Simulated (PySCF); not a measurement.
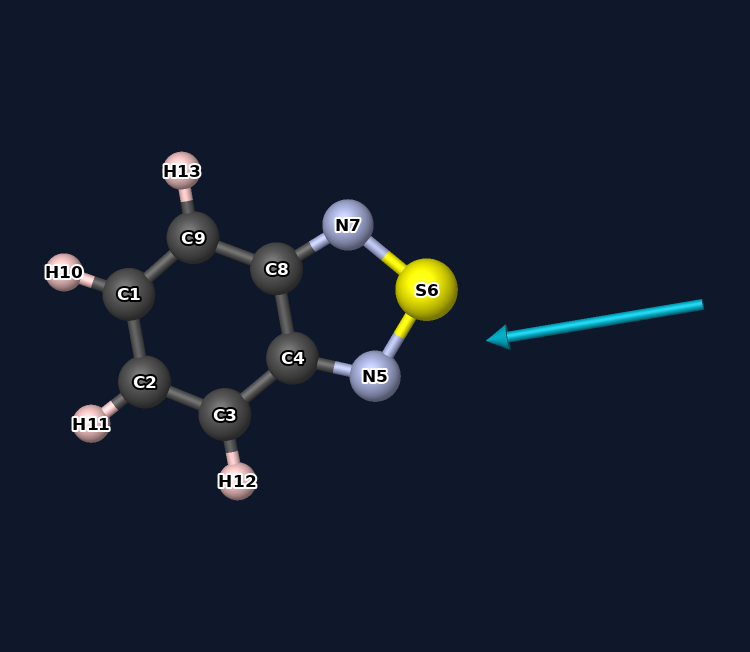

The arrow beside the molecule shows the direction of the dipole moment, from the negative to the positive end (its length means nothing). Computed geometry: GFN2-xTB optimisation. No frequency run is at hand to confirm it as a minimum. Level of theory: CAM-B3LYP/def2-SVPD, gas phase (PySCF 2.14.0).

Estimate the dipole moment.

Answer. 1.81 D; it points from the side of S6 to the side of H10, H11 (the outermost atoms at the two ends).
